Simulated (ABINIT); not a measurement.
# CsPbI2Br (P4/mmm): G0W0 in ABINIT against the bands in the screening, part 2 of 2

Aim: move the bands in the screening of a G0W0 run on CsPbI2Br (P4/mmm) over a wide range.

ABINIT 10.8.3; PBE and many-body steps on it, plane waves. Known limits of the many-body steps: not at the basis limit; exchange with frozen shells missing; no spin-orbit coupling; coarse k mesh.

So far. Step 2 (Screening, 2×2×2 mesh, 30 bands, screening to 106.1 eV): Local fields lower ε∞ by 11 %. On a Γ-centred mesh this coarse the value itself is usually too large, while a short band sum pulls it down. Step 5 (39 bands): The gap on the mesh goes from 1.46 eV to 2.24 eV, a correction of +0.77 eV.

## Step 6: Screening, 2×2×2 mesh, 99 bands, screening to 106.1 eV

This step: RPA screening on PBE, plane waves, norm-conserving pseudopotentials.

run.abi

```
acell 3*1.0 Angstrom
rprim 
  6.375296000000 0.000000000000 0.000000000000
  0.000000000000 6.375296000000 0.000000000000
  0.000000000000 0.000000000000 5.962220000000
ntypat 4
znucl 55 82 53 35
natom 5
typat 1 2 3 3 4
xred 
  0.500000000000 0.500000000000 0.500000000000
  0.000000000000 0.000000000000 0.000000000000
  0.000000000000 0.500000000000 0.000000000000
  0.500000000000 0.000000000000 0.000000000000
  0.000000000000 0.000000000000 0.500000000000
pp_dirpath "pseudos"
pseudos "Cs.upf, Pb.upf, I.upf, Br.upf"
ecut 31
ngkpt 2 2 2
nshiftk 1
shiftk 0 0 0
kptopt 1
chksymbreak 0
istwfk *1
occopt 1
irdwfk 1
optdriver 3
nband 99
ecuteps 3.9
inclvkb 2
awtr 1
symchi 1
indata_prefix "in"
outdata_prefix "out"
tmpdata_prefix "tmp"
```

Command:

```console
OMP_NUM_THREADS=1 mpirun -n 4 abinit run.abi > log
```

The program printed:

```text
.Version 10.8.3 of ABINIT. v10.8.2 released Aug 2026.

 Symmetries : space group P4/m m m (#123); Bravais tP (primitive tetrag.)
[... echo of the input left out ...]
== DATASET  1 ==================================================================
-   mpi_nproc: 4, omp_nthreads: 1 (-1 if OMP is not activated)

--- !DatasetInfo
iteration_state: {dtset: 1, }
dimensions: {natom: 5, nkpt: 6, mband: 99, nsppol: 1, nspinor: 1, nspden: 1, mpw: 13544, }
cutoff_energies: {ecut:  31.0, pawecutdg:  -1.0, }
[...]
--------------------------------------------------------------------------------
[... chi0 elements left out ...]
 For q-point:  0.000010 0.000020 0.000030
  dielectric constant =   9.9118
  dielectric constant without local fields =  11.4510

  Average fulfillment of the sum rule on Im[epsilon] for q-point    1 :     59.27  [%]
[... wings left out ...]
  q-point number  2        q = ( 0.500000, 0.000000, 0.000000) [r.l.u.]
--------------------------------------------------------------------------------
[... chi0 elements left out ...]
  Average fulfillment of the sum rule on Im[epsilon] for q-point    2 :     70.40  [%]

 [... 4 further q-points ...]
```

Run time: 57 s. Hardware: 4 MPI ranks of Intel Xeon 6975P-C (Granite Rapids), shared host; peak memory 2.3 GiB.

Numbers from this step:

* ε∞ with local fields, on this mesh, along the program's q direction: 9.912
* the same without local fields: 11.45
* plasma frequency: 15.82 eV
* plane waves in the screening matrix: 603

## Step 7: 99 bands

This step: G0W0 on PBE, plane waves, norm-conserving pseudopotentials.

run.abi, as its differences from that of step 6:

```diff
@@ -26,8 +26,17 @@
 irdwfk 1
-optdriver 3
+optdriver 4
 nband 99
+gwcalctyp 0
+ecutsigx 31
+symsigma 1
+nkptgw 2
+kptgw 
+  0.5000000000 0.5000000000 0.5000000000
+  0.0000000000 0.0000000000 0.0000000000
+bdgw 
+  21 24
+  21 24
 ecuteps 3.9
-inclvkb 2
-awtr 1
-symchi 1
+irdscr 1
+ppmodel 1
 indata_prefix "in"
```

The program printed:

```text
.Version 10.8.3 of ABINIT. v10.8.2 released Aug 2026.

 Symmetries : space group P4/m m m (#123); Bravais tP (primitive tetrag.)
[... echo of the input left out ...]
== DATASET  1 ==================================================================
-   mpi_nproc: 4, omp_nthreads: 1 (-1 if OMP is not activated)

--- !DatasetInfo
iteration_state: {dtset: 1, }
dimensions: {natom: 5, nkpt: 6, mband: 99, nsppol: 1, nspinor: 1, nspden: 1, mpw: 13544, }
cutoff_energies: {ecut:  31.0, pawecutdg:  -1.0, }
[...]
Band     E0 <VxcDFT>   SigX SigC(E0)      Z dSigC/dE  Sig(E)    E-E0       E
[...]
23   4.212  -5.717  -2.343  -2.914   0.832  -0.202  -5.335   0.382   4.594
       24   5.103  -5.996  -2.567  -2.838   0.830  -0.205  -5.506   0.491   5.594

== END DATASET(S) ==============================================================
================================================================================

 -outvars: echo values of variables after computation  --------
           etotal      0.0000000000E+00
            nband          99
             nkpt           6
          spgroup         123
 [... the other variables as echoed above ...]

 Calculation completed.
```

Run time: 20 s. Hardware: 4 MPI ranks; peak memory 1.9 GiB.

Numbers from this step:

* G0W0 gap on the points computed: 2.033 eV
* starting gap on the mesh: 1.465 eV
* k of the valence top: 0.5, 0.5, 0.5
* k of the conduction bottom: 0.5, 0.5, 0.5
* least direct G0W0 gap on the computed points: 2.033 eV

Against the run before, the gap moves by −0.206 eV.

## Step 8: Screening, 2×2×2 mesh, 201 bands, screening to 106.1 eV

This step: RPA screening on PBE, plane waves, norm-conserving pseudopotentials.

run.abi, as its differences from that of step 7:

```diff
@@ -26,17 +26,8 @@
 irdwfk 1
-optdriver 4
-nband 99
-gwcalctyp 0
-ecutsigx 31
-symsigma 1
-nkptgw 2
-kptgw 
-  0.5000000000 0.5000000000 0.5000000000
-  0.0000000000 0.0000000000 0.0000000000
-bdgw 
-  21 24
-  21 24
+optdriver 3
+nband 201
 ecuteps 3.9
-irdscr 1
-ppmodel 1
+inclvkb 2
+awtr 1
+symchi 1
 indata_prefix "in"
```

The program printed:

```text
.Version 10.8.3 of ABINIT. v10.8.2 released Aug 2026.

 Symmetries : space group P4/m m m (#123); Bravais tP (primitive tetrag.)
[... echo of the input left out ...]
== DATASET  1 ==================================================================
-   mpi_nproc: 4, omp_nthreads: 1 (-1 if OMP is not activated)

--- !DatasetInfo
iteration_state: {dtset: 1, }
dimensions: {natom: 5, nkpt: 6, mband: 201, nsppol: 1, nspinor: 1, nspden: 1, mpw: 13544, }
cutoff_energies: {ecut:  31.0, pawecutdg:  -1.0, }
[...]
--------------------------------------------------------------------------------
[... chi0 elements left out ...]
 For q-point:  0.000010 0.000020 0.000030
  dielectric constant =   9.9633
  dielectric constant without local fields =  11.4743

  Average fulfillment of the sum rule on Im[epsilon] for q-point    1 :     82.77  [%]
[... wings left out ...]
  q-point number  2        q = ( 0.500000, 0.000000, 0.000000) [r.l.u.]
--------------------------------------------------------------------------------
[... chi0 elements left out ...]
  Average fulfillment of the sum rule on Im[epsilon] for q-point    2 :     91.20  [%]

 [... 4 further q-points ...]
```

The job ended after 2 min (4 MPI ranks; peak memory 3.2 GiB; 8.2 min of CPU time).

Numbers from this step:

- ε∞ with local fields, on this mesh, along the program's q direction: 9.963
- the same without local fields: 11.47
- plasma frequency: 15.82 eV
- plane waves in the screening matrix: 603

## Step 9: 201 bands

This step: G0W0 on PBE, plane waves, norm-conserving pseudopotentials.

run.abi, as its differences from that of step 8:

```diff
@@ -26,8 +26,17 @@
 irdwfk 1
-optdriver 3
-nband 201
+optdriver 4
+nband 99
+gwcalctyp 0
+ecutsigx 31
+symsigma 1
+nkptgw 2
+kptgw 
+  0.5000000000 0.5000000000 0.5000000000
+  0.0000000000 0.0000000000 0.0000000000
+bdgw 
+  21 24
+  21 24
 ecuteps 3.9
-inclvkb 2
-awtr 1
-symchi 1
+irdscr 1
+ppmodel 1
 indata_prefix "in"
```

The program printed:

```text
.Version 10.8.3 of ABINIT. v10.8.2 released Aug 2026.

 Symmetries : space group P4/m m m (#123); Bravais tP (primitive tetrag.)
[... echo of the input left out ...]
== DATASET  1 ==================================================================
-   mpi_nproc: 4, omp_nthreads: 1 (-1 if OMP is not activated)

--- !DatasetInfo
iteration_state: {dtset: 1, }
dimensions: {natom: 5, nkpt: 6, mband: 99, nsppol: 1, nspinor: 1, nspden: 1, mpw: 13544, }
cutoff_energies: {ecut:  31.0, pawecutdg:  -1.0, }
[...]
Band     E0 <VxcDFT>   SigX SigC(E0)      Z dSigC/dE  Sig(E)    E-E0       E
[...]
23   4.212  -5.717  -2.343  -2.959   0.831  -0.204  -5.372   0.344   4.557
       24   5.103  -5.996  -2.567  -2.893   0.829  -0.206  -5.551   0.445   5.548

== END DATASET(S) ==============================================================
================================================================================

 -outvars: echo values of variables after computation  --------
           etotal      0.0000000000E+00
            nband          99
             nkpt           6
          spgroup         123
 [... the other variables as echoed above ...]

 Calculation completed.
```

It took 19 s on 4 MPI ranks; peak memory 1.9 GiB; 74 s of CPU time.

This step gave:

```yaml
g0w0_gap_on_the_points_computed: 2.017 eV
starting_gap_on_the_mesh: 1.465 eV
k_of_the_valence_top: 0.5, 0.5, 0.5
k_of_the_conduction_bottom: 0.5, 0.5, 0.5
least_direct_g0w0_gap_on_the_computed_points: 2.017 eV
```

Against the run before, the gap moves by −0.016 eV.

## Step 10: Side by side

Times are wall times on 4 MPI ranks of Intel Xeon 6975P-C (Granite Rapids), shared host, good to a factor of about two. A run's time includes the screening step that it read.

| run | mesh | bands | screening cutoff (eV) | DFT gap (eV) | gap on the mesh (eV) | direct (eV) | ε∞ used | time |
| --- | --- | --- | --- | --- | --- | --- | --- | --- |
| 30 bands | 2×2×2 | 99 | 106.1 | 1.465 | 2.372 | 2.372 | 9.46 | 28 s |
| 39 bands | 2×2×2 | 99 | 106.1 | 1.465 | 2.239 | 2.239 | 9.78 | 37 s |
| 99 bands | 2×2×2 | 99 | 106.1 | 1.465 | 2.033 | 2.033 | 9.91 | 76 s |
| 201 bands | 2×2×2 | 99 | 106.1 | 1.465 | 2.017 | 2.017 | 9.96 | 2.4 min |

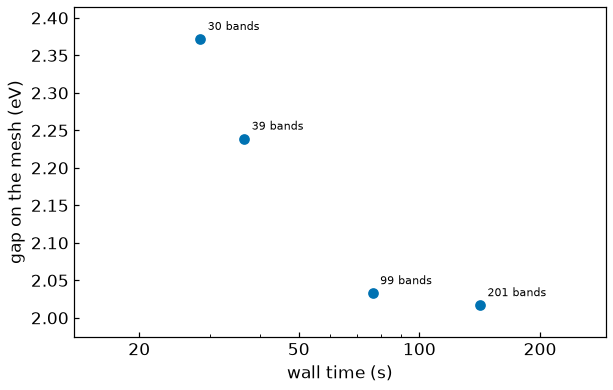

Result against wall time.

## Step 11: Results

```
30 bands     : 2.372 eV
39 bands     : 2.239 eV
99 bands     : 2.033 eV
201 bands    : 2.017 eV
known limits : not at the basis limit; exchange with frozen shells missing; no spin-orbit coupling; coarse k mesh
```

In words: The setting moved: bands in the screening. From 30 bands to 201 bands the gap moves by −0.35 eV, for 5.0 times the time. The last step still moves it by −0.016 eV. Bands and screening cutoff are coupled, so a series along one setting does not show full convergence. Bands and cutoff are finite, so the gap is not at the basis limit. The miss can reach some tenths of an eV and take either sign; the mesh is an error of its own. In the G0W0 runs levels were corrected at 2 k points alone, so a gap called «on the mesh» is the least over those, and an edge elsewhere would be missed. The 2×2×2 mesh is coarse for this cell, which bears on the long-range parts of exchange and screening. Where an edge is built on 6p states of lead, bismuth or thallium, scalar-relativistic gaps usually stand too wide, by a few tenths to over one eV. The norm-conserving file of at least one element keeps a d shell over frozen s and p shells of the same row. Exchange with those shells is missing from the self-energy, an error of 0.3 to 0.9 eV in cases checked, whose sign depends on which edge lies on those atoms. The many-body steps are scalar-relativistic: spin-orbit coupling is not in them.

[Paths, hosts, dates, memory and timing lines, banners, echoed tables and standing remarks are left out of the program output.]

[Logs are printed without paths, hosts, clocks, repeated set-up lines and the standing remarks that a program may print on its own settings, such as how far it seeks lower states.]

[Runs of the session that timed out or met a known fault of the program may be left out.]

[Hosts, paths, dates, database ids (printed as entryN), source tags and the programs' standing remarks are cut or masked in the printed files.]

[G0W0 gaps are taken among the corrected bands and points alone; a level outside them can change the order at an edge.]

[Where Ansatz stands beside ABINIT at settings called matched, ABINIT's density can come from a denser mesh and the files from another edition; pairs whose starting gaps differed by over 0.03 eV were left out, so agreement reads better than it is.]
